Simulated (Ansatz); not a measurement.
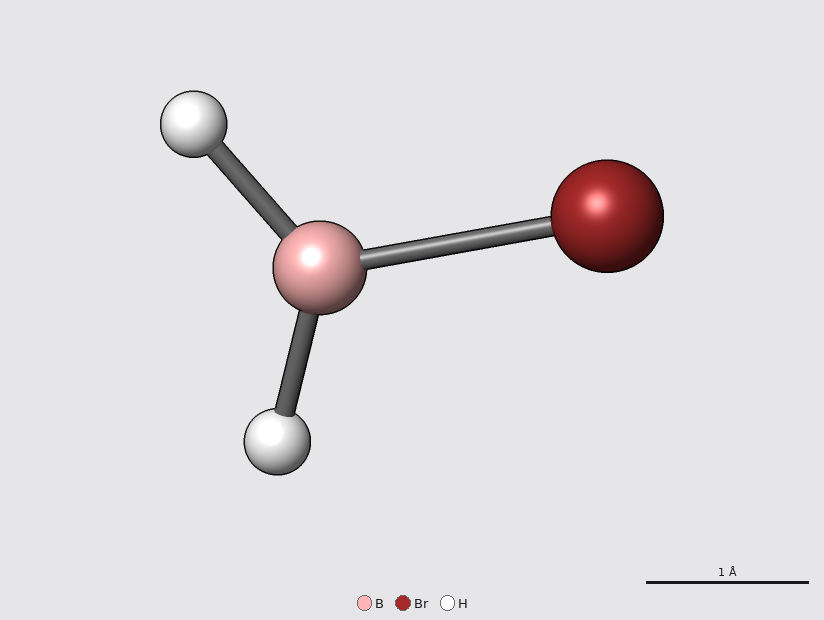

A ball-and-stick model of a molecule. Every bond is drawn as one stick, whatever its order.

The geometry was computed by an optimisation with PBE0-D4/def2-TZVP.

Describe the molecule.

It has 4 atoms: 1 boron, 1 bromine and 2 hydrogen (BBrH2). The point group is C2v. All atoms lie on one plane. Coordination: 1 B trigonal planar.

The parts below concern this one geometry. Atoms keep their numbers from picture to picture.

**Geometry**

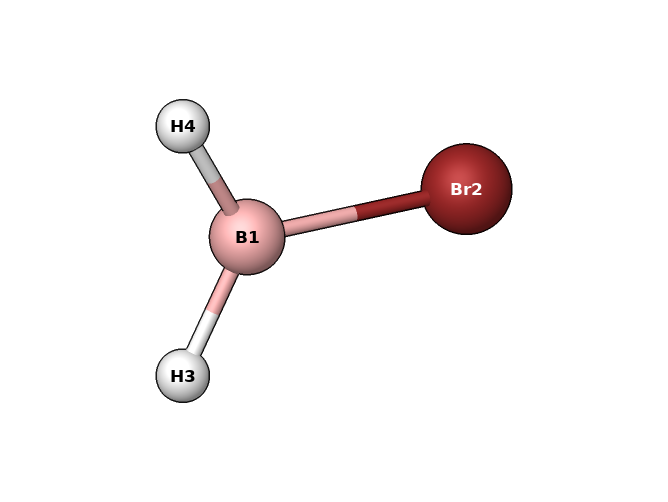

Which atoms are bonded, and how long are the bonds?

| bond | length (Å) |
| --- | --- |
| B1–Br2 | 1.891 |
| B1–H3 | 1.189 |
| B1–H4 | 1.189 |

**Dipole moment**

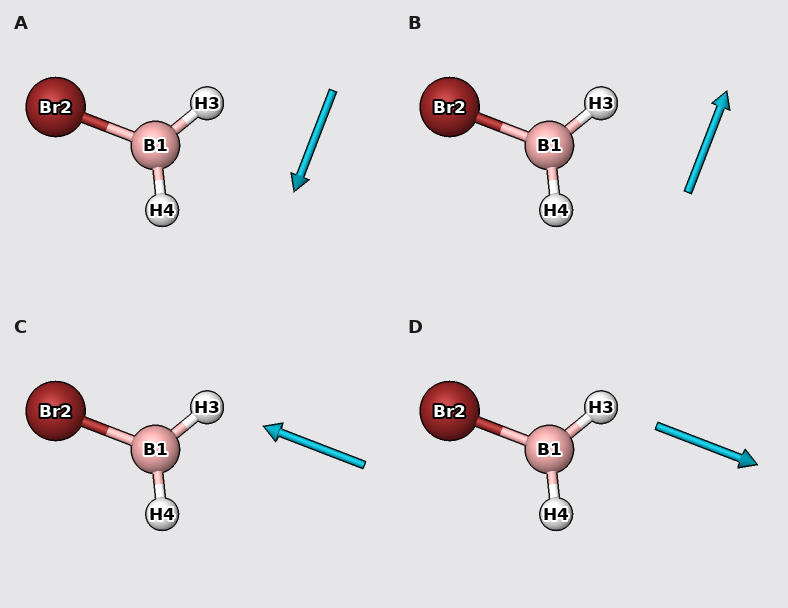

The same molecule four times, each with an arrow. Level of theory: RKS PBE0-D4/def2-TZVP (Ansatz 0.2.0).

Question: Which arrow points along the dipole moment, from the negative to the positive end?

Answer: D. The dipole moment is 0.54 D; it points from the side of Br2 to the side of H3, H4 (the outermost atoms at the two ends).

**Electronic properties**

Method: RKS PBE0-D4/def2-TZVPP (Ansatz 0.2.0).

Question: What is the HOMO–LUMO gap?

Answer: 6.21 eV.

Question: Estimate the HOMO energy (Kohn–Sham orbital).

Answer: −8.22 eV.

**Thermal motion**

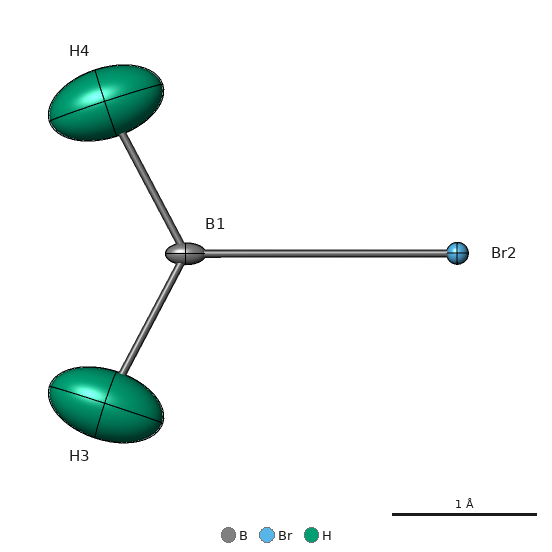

Displacement ellipsoids at the 50 % level, enlarged 2 times, from the internal vibrations of the free molecule (harmonic, no overall translation or rotation; no half-axis is drawn under 0.075 Å). Vibrations computed with RKS PBE0-D4/def2-TZVP (Ansatz 0.2.0). Temperature: 400 K.

Question: Which atom moves most?

Answer: H3, H4, with U_eq = 0.0103 Å².

Question: Does H4 move more along its bond or across it?

Answer: Across it: the root-mean-square amplitude is 0.080 Å along the bond and up to 0.133 Å across, since bending and torsion are softer than stretching.

Give the displacement parameters, one line for each set of equivalent atoms.

```json
{"atom": "B1", "U_eq (Å²)": "0.00095", "rms amplitudes (Å)": "0.019, 0.020, 0.045"}
{"atom": "Br2", "U_eq (Å²)": "0.00002", "rms amplitudes (Å)": "0.001, 0.002, 0.007"}
{"atom": "H3, H4", "U_eq (Å²)": "0.0103", "rms amplitudes (Å)": "0.078, 0.084, 0.133"}
```
